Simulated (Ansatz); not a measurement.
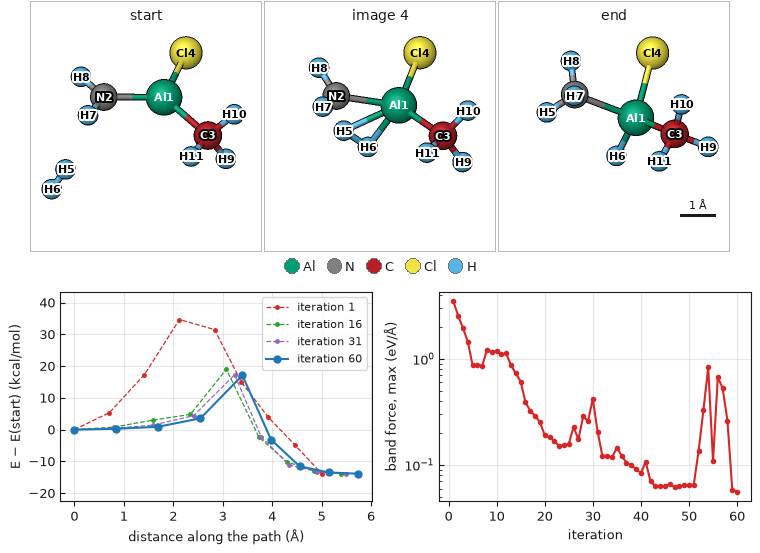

NEB run on CH7AlClN, made up at the start of CH$_{5}$AlClN and H$_{2}$. Images are numbered from 0 (start) to 8 (end). The plot follows the band through its iterations. The picture is a ball-and-stick view, seen at a tilt.

Method: RKS PBE/6-31G* (Ansatz). Set-up: 7 movable images; climbing image from the first iteration; force threshold 0.05 eV/Å; iteration limit 60; optimiser FIRE; starting path through a guess of the saddle point.

How did the profile develop, and is the result final?

The result isn't final. The band hadn't converged when the run stopped after 60 iterations. The largest component of the band force went from 3.5 to 0.056 eV/Å. The barrier read from it is provisional, though the highest image hardly moved in the last two iterations. The first iteration put the highest image at 34.7 kcal/mol. The highest point, image 4, lies 17.1 kcal/mol above the start and 31.0 kcal/mol above the end; the end is at −13.9 kcal/mol relative to the start.

Limits of the set-up: the start holds two separate molecules, 2.7 Å apart at their closest, whose relative position is a soft coordinate and is computed without a dispersion correction.
